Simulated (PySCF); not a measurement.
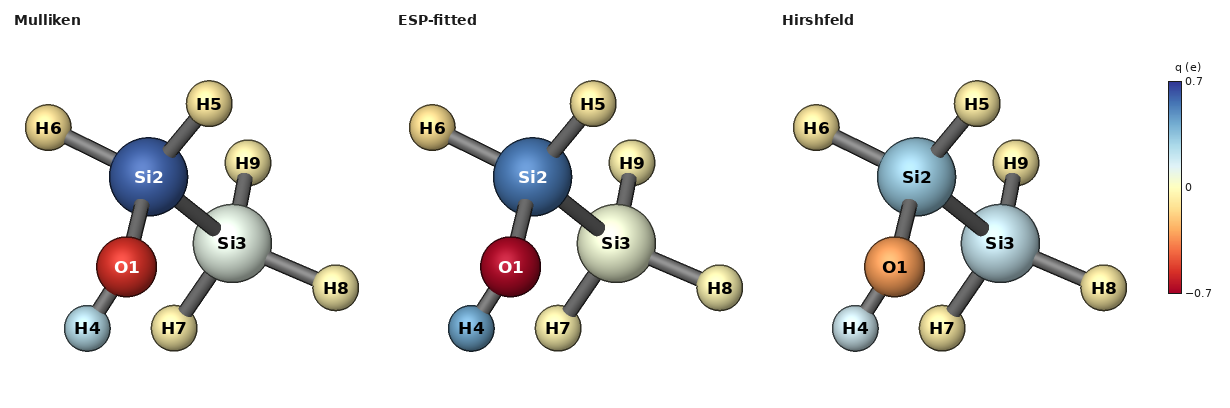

Atomic charges of one calculation by 3 schemes, on one colour scale. Computed geometry: GFN2-xTB optimisation. No frequency run is at hand to confirm it as a minimum. Method: PBE0/pcSseg-1 (PySCF 2.14.0).

On which atom do the schemes disagree most?

Answer. On O1 (from −0.67 to −0.31 e).

List the charges (e), one line for each set of equivalent atoms.

```csv
atom,Mulliken,ESP-fitted,Hirshfeld
O1,−0.56,−0.67,−0.31
Si2,0.60,0.55,0.32
Si3,0.10,0.06,0.20
H4,0.24,0.43,0.18
H5,−0.10,−0.09,−0.08
H6,−0.11,−0.14,−0.09
H7,−0.06,−0.05,−0.08
H8,−0.05,−0.04,−0.07
H9,−0.06,−0.05,−0.08
```

The geometry is semi-empirical. Around Si such bond lengths and angles can be off by a tenth of an ångström or more and by several degrees, and values that hang on the shape move with them.
